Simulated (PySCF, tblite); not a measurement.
# B₁₀N₁₀H₁₂: electronic excitations, NMR shifts

Aim: compute the electronic excitations, NMR shifts of B₁₀N₁₀H₁₂.

Computed with tblite 0.8.0 and PySCF 2.14.0 and routines of our own; the level stands in each step. Atoms count from 0.

### 1 The starting structure

32 atoms, charge 0, multiplicity 1; geometry from: force field, distance geometry or constructed start.

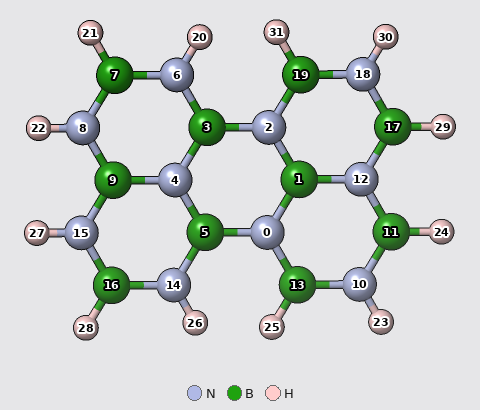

The starting geometry (nitrogen light blue, boron green, hydrogen pink).

### 2 Optimising the geometry with GFN2-xTB

The job: settings as JSON, then the geometry in Å.

```
{"job": {"kind": "relax", "xc": "GFN2-xTB", "basis": "xTB"}, "charge": 0, "multiplicity": 1}
N      1.260600     0.723200    -0.001600
B     -0.003200     1.452600    -0.006900
N     -1.250500     0.722700     0.001000
B     -1.256400    -0.720600    -0.006200
N     -0.001000    -1.451200     0.003400
B      1.252400    -0.725500    -0.002600
N     -2.511400    -1.448300    -0.003300
B     -2.508100    -2.897300     0.001500
N     -1.253000    -3.627100    -0.000400
B     -0.002800    -2.900800     0.001600
N      2.509400     2.898800    -0.002100
B      1.253200     3.623000    -0.000000
N     -0.003400     2.900700     0.005000
B      2.513700     1.449400    -0.002700
N      2.509300    -1.444900     0.000200
N      1.253800    -3.624400     0.006300
B      2.511900    -2.898100     0.000900
B     -1.256800     3.621600    -0.001000
N     -2.512100     2.901800     0.002500
B     -2.508700     1.450900     0.002700
H     -3.414400    -0.926200     0.001500
H     -3.525600    -3.483500    -0.000200
H     -1.252300    -4.660400     0.006600
H      3.407900     3.415700    -0.001500
H      1.256200     4.797600     0.000900
H      3.518600     0.864100     0.002500
H      3.412800    -0.927700    -0.000700
H      1.255100    -4.664400     0.001200
H      3.525300    -3.484600    -0.002000
H     -1.254600     4.795400     0.003400
H     -3.408500     3.420600    -0.001100
H     -3.526600     0.866300     0.000200
```

On the command line:

```
$ OMP_NUM_THREADS=1 python large_run.py task.json out
```

This one command runs all jobs of the session in turn.

The program printed:

```text
step      E/eV     max force
  0   -1318.85358    1.593
  1   -1319.09213    1.102
  2   -1319.27770    0.571
  3   -1319.35332    0.636
  4   -1319.41818    0.342
  5   -1319.43146    0.171
  6   -1319.43790    0.139
  7   -1319.44093    0.119
  8   -1319.44403    0.092
  9   -1319.44613    0.073
 10   -1319.44727    0.050
 11   -1319.44776    0.044
 12   -1319.44815    0.048
 13   -1319.44860    0.042
 14   -1319.44905    0.044
 15   -1319.44938    0.031
 16   -1319.44954    0.018
```

Run time: 0.55 s. Hardware: 1 thread of Arm Neoverse N1, shared host; peak memory 0.16 GiB.

Step by step:

| step | energy from step 0 (eV) | largest force (eV/Å) |
| --- | --- | --- |
| 0 | 0.0000 | 1.5926 |
| 1 | -0.2386 | 1.1016 |
| 2 | -0.4241 | 0.5703 |
| 3 | -0.4997 | 0.6355 |
| 4 | -0.5646 | 0.3425 |
| 5 | -0.5779 | 0.1706 |
| 6 | -0.5843 | 0.1395 |
| 7 | -0.5874 | 0.1194 |
| 8 | -0.5905 | 0.0922 |
| 9 | -0.5926 | 0.0726 |
| 10 | -0.5937 | 0.0501 |
| 11 | -0.5942 | 0.0438 |
| 12 | -0.5946 | 0.0486 |
| 13 | -0.5950 | 0.0429 |
| 14 | -0.5955 | 0.0437 |
| 15 | -0.5958 | 0.0316 |
| 16 | -0.5960 | 0.0177 |

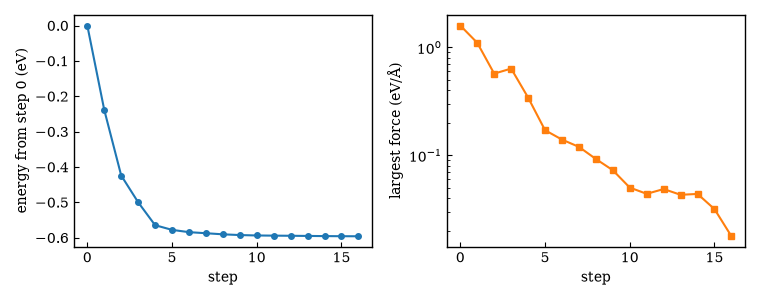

Energy and largest force along the relaxation.

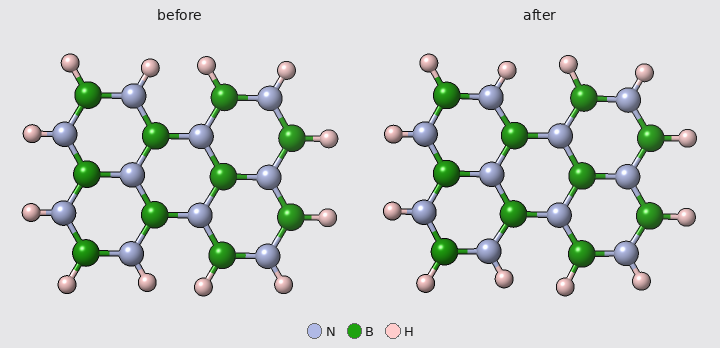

The geometry before (left) and after (right).

Distances of close pairs at the start and the end, largest changes first:

| bond | before (Å) | after (Å) | change (Å) |
| --- | --- | --- | --- |
| N15–B16 | 1.453 | 1.412 | -0.041 |
| N14–B16 | 1.453 | 1.413 | -0.040 |
| B7–N8 | 1.452 | 1.412 | -0.040 |
| N10–B11 | 1.450 | 1.410 | -0.040 |
| N6–H20 | 1.043 | 1.006 | -0.037 |
| B17–N18 | 1.447 | 1.410 | -0.037 |
| N6–B7 | 1.449 | 1.413 | -0.036 |
| N18–B19 | 1.451 | 1.416 | -0.035 |

The final coordinates are the input of the step that follows.

### 3 Electronic excitations: TDA PBE0/6-31G*

The job: settings as JSON, then the geometry in Å.

```
{"job": {"kind": "uv", "basis": "6-31G*", "grid": 1, "kgrid": 0, "vcut": 1.5, "nstates": 6, "ntriplets": 2, "tda": true, "delta": ["ip_vertical"], "pop": true, "xc": "PBE0"}, "charge": 0, "multiplicity": 1}
N      1.258724     0.726635    -0.000964
B     -0.000438     1.441590    -0.000581
N     -1.259704     0.726690    -0.001075
B     -1.247324    -0.729468    -0.000529
N     -0.000347    -1.440279    -0.000243
B      1.246580    -0.729419    -0.000469
N     -2.446203    -1.499011    -0.000701
B     -2.486134    -2.911290     0.000744
N     -1.243781    -3.582617     0.002562
B     -0.000349    -2.880323     0.001462
N      2.438986     2.879869    -0.001169
B      1.234797     3.614233    -0.000104
N     -0.000116     2.893301    -0.000410
B      2.479183     1.464886    -0.000681
N      2.445489    -1.498925    -0.000785
N      1.243101    -3.582531     0.001724
B      2.485439    -2.911189     0.000238
B     -1.234898     3.614335     0.001036
N     -2.439295     2.880386     0.000360
B     -2.479865     1.465428    -0.000057
H     -3.318206    -0.997269    -0.001841
H     -3.504922    -3.496724     0.000536
H     -1.223399    -4.590846     0.004001
H      3.313768     3.381826    -0.001425
H      1.256182     4.787817     0.000819
H      3.538628     0.952674     0.000196
H      3.317410    -0.997055    -0.001160
H      1.222787    -4.590729     0.003247
H      3.504405    -3.496350    -0.000151
H     -1.256286     4.787705     0.002572
H     -3.314107     3.382316     0.001199
H     -3.539237     0.953294     0.000659
```

With the program's defaults for keys left out, this is: TDA PBE0/6-31G*, vertical, gas phase, core orbitals frozen in the response, virtual orbitals cut by energy.

The program printed:

```text
start: PBE on a coarse grid of 27361 points
cycle   1  E = -803.0010018137  dE =  3.197e+00  |g| = 1.171e+00  |ddm| = 6.308e+00
cycle   2  E = -802.4506554202  dE =  5.503e-01  |g| = 1.936e+00  |ddm| = 2.726e+00
cycle   3  E = -803.3151199183  dE = -8.645e-01  |g| = 1.839e-01  |ddm| = 1.810e+00
cycle   4  E = -803.3235451430  dE = -8.425e-03  |g| = 6.662e-02  |ddm| = 2.195e-01
cycle   5  E = -803.3245099821  dE = -9.648e-04  |g| = 2.801e-02  |ddm| = 7.397e-02
cycle   6  E = -803.3246865694  dE = -1.766e-04  |g| = 8.800e-03  |ddm| = 3.060e-02
final grid: 120747 points
cycle   7  E = -803.2575343657  dE = -1.238e-02  |g| = 3.121e-02  |ddm| = 4.927e-01
cycle   8  E = -803.2576764000  dE = -1.420e-04  |g| = 2.406e-02  |ddm| = 5.531e-02
cycle   9  E = -803.2577947591  dE = -1.184e-04  |g| = 9.406e-03  |ddm| = 2.340e-02
cycle  10  E = -803.2578155403  dE = -2.078e-05  |g| = 2.140e-03  |ddm| = 8.677e-03
cycle  11  E = -803.2578168949  dE = -1.355e-06  |g| = 5.123e-04  |ddm| = 2.396e-03
cycle  12  E = -803.2578163480  dE =  5.470e-07  |g| = 2.455e-04  |ddm| = 5.623e-04
cycle  13  E = -803.2578172749  dE = -9.269e-07  |g| = 3.692e-05  |ddm| = 2.001e-04
converged SCF energy = -803.2578172749
Vertical ionisation energy (delta-SCF) = 8.2219 eV   <S^2> = 0.766

Static polarisability (au): isotropic 163.799, principal 76.970 197.736 216.690

Singlet excitations
state   eV       nm        f      main configurations
  1   5.9348    208.9   0.18403   H->L 0.96
  2   6.3326    195.8   0.00039   H->L+1 0.57, H->L+2 0.16, H-4->L 0.12
  3   6.4628    191.8   0.00105   H->L+2 0.46, H-4->L 0.20, H->L+4 0.13
  4   6.6557    186.3   0.00337   H-1->L 0.71, H->L+1 0.13
  5   6.7963    182.4   0.01078   H-4->L 0.34, H->L+2 0.23, H->L+1 0.21
  6   6.9004    179.7   0.04764   H-2->L 0.87

Triplet excitations (Tamm-Dancoff, eV): 5.6006 6.0389
```

Run time: 2 min. Hardware: 1 thread of Arm Neoverse N1, shared host; peak memory 0.67 GiB.

Frontier orbitals and where they lie:

| orbital | eV | atoms |
| --- | --- | --- |
| HOMO−4 | -7.92 | N12 28 %, N10 24 %, N18 24 % |
| HOMO−3 | -7.87 | N2 16 %, N0 16 %, N15 12 % |
| HOMO−2 | -7.74 | N8 12 %, N15 12 %, N14 11 % |
| HOMO−1 | -7.62 | N4 37 %, N14 18 %, N6 18 % |
| HOMO | -6.77 | N15 20 %, N8 20 %, N14 16 % |
| LUMO | -0.03 | B11 22 %, B17 22 %, B13 18 % |
| LUMO+1 | 0.59 | B19 28 %, B13 28 %, B1 7 % |
| LUMO+2 | 0.79 | B1 26 %, B11 13 %, B17 13 % |
| LUMO+3 | 1.11 | B7 16 %, B16 16 %, B5 16 % |

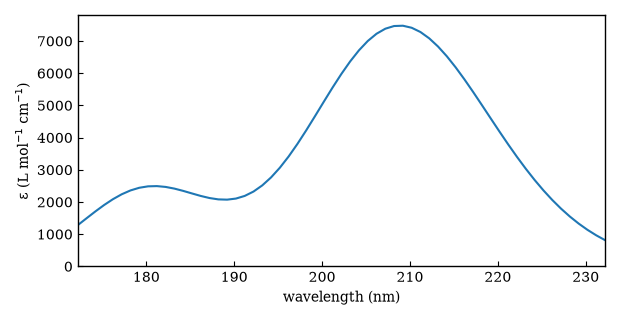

Absorption spectrum: each of the 6 states is a Gaussian band of 0.4 eV half-width at 1/e. Beyond the last state computed it falls off for lack of states.

Ground-state properties from the same run:

| property | computed |
| --- | --- |
| dipole moment (D) | 0.29 |
| polarisability (Å³) | 24.27 |
| HOMO–LUMO gap (eV) | 6.73 |
| −ε(HOMO) (eV) | 6.77 |

### 4 NMR shifts: GIAO KT3/pcSseg-1

The job, as its differences from that of step 3:

```diff
@@ -1,2 +1,2 @@
-{"job": {"kind": "uv", "basis": "6-31G*", "grid": 1, "kgrid": 0, "vcut": 1.5, "nstates": 6, "ntriplets": 2, "tda": true, "delta": ["ip_vertical"], "pop": true, "xc": "PBE0"}, "charge": 0, "multiplicity": 1}
+{"job": {"kind": "nmr", "xc": "KT3", "basis": "pcSseg-1", "pop": false}, "charge": 0, "multiplicity": 1}
 N      1.258724     0.726635    -0.000964
```

Method: GIAO KT3/pcSseg-1 NMR shielding, non-relativistic, gas phase.

The program printed:

```text
start: PBE on a coarse grid of 27361 points
cycle   1  E = -802.6902965945  dE =  3.119e+00  |g| = 1.170e+00  |ddm| = 5.607e+00
cycle   2  E = -802.1185892518  dE =  5.717e-01  |g| = 1.982e+00  |ddm| = 2.511e+00
cycle   3  E = -802.9935098164  dE = -8.749e-01  |g| = 1.816e-01  |ddm| = 1.697e+00
cycle   4  E = -803.0015599197  dE = -8.050e-03  |g| = 6.538e-02  |ddm| = 2.017e-01
cycle   5  E = -803.0024856802  dE = -9.258e-04  |g| = 2.577e-02  |ddm| = 6.690e-02
cycle   6  E = -803.0026231630  dE = -1.375e-04  |g| = 9.871e-03  |ddm| = 2.616e-02
final grid: 256218 points
cycle   7  E = -816.9724187328  dE = -4.059e-02  |g| = 1.336e-01  |ddm| = 4.971e-01
cycle   8  E = -816.9657399216  dE =  6.679e-03  |g| = 2.210e-01  |ddm| = 2.318e-01
cycle   9  E = -816.9762590828  dE = -1.052e-02  |g| = 1.268e-02  |ddm| = 1.454e-01
cycle  10  E = -816.9762974803  dE = -3.840e-05  |g| = 5.303e-03  |ddm| = 1.834e-02
cycle  11  E = -816.9763042491  dE = -6.769e-06  |g| = 2.021e-03  |ddm| = 5.198e-03
cycle  12  E = -816.9763047761  dE = -5.270e-07  |g| = 4.080e-04  |ddm| = 1.556e-03
cycle  13  E = -816.9763050938  dE = -3.178e-07  |g| = 1.347e-04  |ddm| = 3.639e-04
cycle  14  E = -816.9763052482  dE = -1.543e-07  |g| = 4.762e-05  |ddm| = 1.389e-04
converged SCF energy = -816.9763052482

GIAO shielding tensors (ppm)
atom      isotropic    diamagn.    paramagn.     s11        s22        s33       span
  0 N      126.265     343.302    -217.037     36.089     80.415    262.291    226.202
  1 B       79.538     199.395    -119.857     67.012     68.934    102.669     35.657
  2 N      126.261     343.305    -217.043     36.058     80.440    262.285    226.226
  3 B       78.476     199.618    -121.141     63.516     72.661     99.252     35.735
  4 N      136.595     342.982    -206.388     70.425     75.185    264.174    193.748
  5 B       78.478     199.622    -121.145     63.522     72.653     99.258     35.736
  6 N      145.983     330.829    -184.845     44.334    164.514    229.101    184.767
  7 B       76.966     198.845    -121.878     52.651     67.196    111.052     58.402
  8 N      145.055     324.001    -178.947     49.680    175.647    209.837    160.156
  9 B       80.811     199.594    -118.783     66.324     71.494    104.613     38.289
 10 N      119.312     324.604    -205.292    -20.154    155.987    222.102    242.256
 11 B       72.080     198.272    -126.192     50.858     60.750    104.632     53.774
 12 N      103.910     334.654    -230.744     12.392     33.934    265.403    253.011
 13 B       75.917     200.787    -124.870     50.229     67.258    110.264     60.035
 14 N      145.968     330.834    -184.867     44.323    164.497    229.083    184.759
 15 N      145.074     324.003    -178.929     49.713    175.654    209.855    160.142
 16 B       76.970     198.864    -121.894     52.652     67.198    111.061     58.409
 17 B       72.085     198.257    -126.172     50.869     60.737    104.649     53.780
 18 N      119.324     324.612    -205.288    -20.144    156.019    222.095    242.239
 19 B       75.918     200.785    -124.867     50.231     67.249    110.274     60.043
 20 H       25.793      34.754      -8.961     18.246     27.630     31.504     13.258
 21 H       27.202      27.643      -0.440     23.930     27.664     30.013      6.083
 22 H       27.174      27.982      -0.808     21.965     27.544     32.012     10.047
 23 H       25.601      26.994      -1.393     21.272     25.700     29.832      8.561
 24 H       26.857      28.278      -1.422     23.436     28.158     28.977      5.541
 25 H       26.688      33.981      -7.293     21.847     27.632     30.586      8.739
 26 H       25.792      34.764      -8.971     18.244     27.629     31.504     13.260
 27 H       27.175      27.983      -0.808     21.965     27.545     32.014     10.049
 28 H       27.202      27.649      -0.447     23.929     27.664     30.013      6.084
 29 H       26.860      28.281      -1.421     23.439     28.162     28.980      5.541
 30 H       25.601      26.992      -1.391     21.271     25.699     29.832      8.561
 31 H       26.690      33.980      -7.289     21.850     27.637     30.585      8.735
```

Run time: 73 s. Hardware: 1 thread of Arm Neoverse N1, shared host; peak memory 0.62 GiB.

The references, computed at this level on geometries of the same kind, shield at (ppm): ¹H TMS 31.76, ¹⁵N NH3 264.4, ¹¹B BF3·OEt2 100.0. Their shielding less the atom's gives the shift. The references are single molecules in the gas phase, so shifts against H2O, NH3, PH3, H3PO4 or CFCl3 are not on the usual liquid scales and can be off by tens of ppm. Atoms listed in one row are averaged.

| atoms | environment | σ (ppm) | δ (ppm) |
| --- | --- | --- | --- |
| H23, H30 | hydrogen on a nitrogen bonded to 2 B | 25.60 | 6.16 |
| H20, H26 | hydrogen on a nitrogen bonded to 2 B | 25.79 | 5.97 |
| H25, H31 | hydrogen on a boron bonded to 2 N | 26.69 | 5.07 |
| H24, H29 | hydrogen on a boron bonded to 2 N | 26.86 | 4.90 |
| H22, H27 | hydrogen on a nitrogen bonded to 2 B | 27.17 | 4.59 |
| H21, H28 | hydrogen on a boron bonded to 2 N | 27.20 | 4.56 |
| N12 | nitrogen bonded to 3 B | 103.9 | 160.5 |
| N10, N18 | nitrogen bonded to 2 B, H | 119.3 | 145.1 |
| N0, N2 | nitrogen bonded to 3 B | 126.3 | 138.1 |
| N4 | nitrogen bonded to 3 B | 136.6 | 127.8 |
| N8, N15 | nitrogen bonded to 2 B, H | 145.1 | 119.3 |
| N6, N14 | nitrogen bonded to 2 B, H | 146.0 | 118.4 |
| B11, B17 | boron bonded to 2 N, H | 72.1 | 27.9 |
| B13, B19 | boron bonded to 2 N, H | 75.9 | 24.1 |
| B7, B16 | boron bonded to 2 N, H | 77.0 | 23.0 |
| B3, B5 | boron bonded to 3 N | 78.5 | 21.5 |
| B1 | boron bonded to 3 N | 79.5 | 20.4 |
| B9 | boron bonded to 3 N | 80.8 | 19.2 |

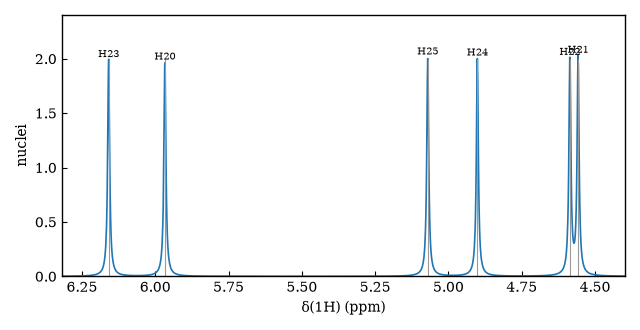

¹H lines at the computed shifts, without couplings. Lines are broadened to a width of 0.01 ppm (Lorentzian).

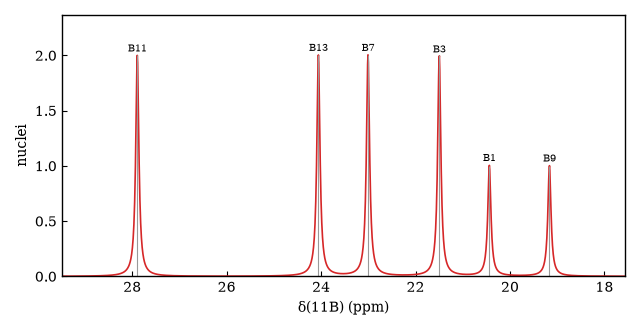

¹¹B lines at the computed shifts, without couplings. Lines are broadened to a width of 0.08 ppm (Lorentzian).

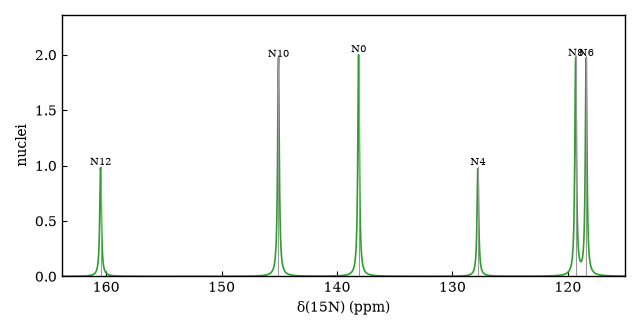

¹⁵N lines at the computed shifts, without couplings. Lines are broadened to a width of 0.17 ppm (Lorentzian).

Ring of atoms N0, B1, N2, B3, N4, B5: NICS(0) -0.3, NICS(1) -1.0, NICS(1)zz 3.9 ppm (means of both faces).

Ring of atoms N0, B1, N10, B11, N12, B13: NICS(0) -1.4, NICS(1) -2.4, NICS(1)zz -1.3 ppm (means of both faces).

Ring of atoms B3, N4, N6, B7, N8, B9: NICS(0) -2.0, NICS(1) -1.9, NICS(1)zz -0.3 ppm (means of both faces).

### 5 Outcome

```
                                                                   quantity                                         value
                                               lowest singlet (PBE0/6-31G*)                   5.93 eV (209 nm), f = 0.184
                                                             lowest triplet                                       5.60 eV
                                          vertical ionisation energy (ΔSCF)                                       8.22 eV
      ¹H shifts against TMS (KT3/pcSseg-1, means over atoms taken as alike)        6.16, 5.97, 5.07, 4.90, 4.59, 4.56 ppm
     ¹⁵N shifts against NH3 (KT3/pcSseg-1, means over atoms taken as alike)  160.5, 145.1, 138.1, 127.8, 119.3, 118.4 ppm
¹¹B shifts against BF3·OEt2 (KT3/pcSseg-1, means over atoms taken as alike)        27.9, 24.1, 23.0, 21.5, 20.4, 19.2 ppm
```

**Reading.** The lowest singlet, at 5.93 eV, is HOMO→LUMO 0.96 and is bright. The lowest triplet lies 0.33 eV below the lowest singlet. ΔSCF puts the ionisation energy at 8.22 eV, 1.46 eV above −ε(HOMO).
